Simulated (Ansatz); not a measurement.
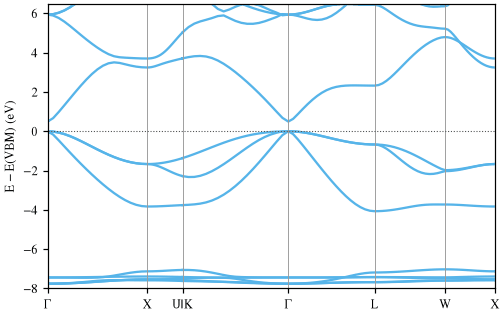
Band structure from PBE (plane waves, PAW; program Ansatz)

Problem. Read off the gap and where the band edges lie.

Solution. About 0.5 eV (0.49 eV by a search for the band edges); maximum at Γ, minimum at Γ.

Problem. Which of these materials gives this?
A) GaN, zinc blende
B) BeTe, zinc blende
C) CdSe, zinc blende
D) CuI, zinc blende

Solution. C, CdSe, zinc blende

Space group F-43m (zinc blende). The PBE relaxation kept the symmetry of its start. Spin–orbit coupling is left out wherever it is not named.

Potentials: the later of the program's two PAW sets.
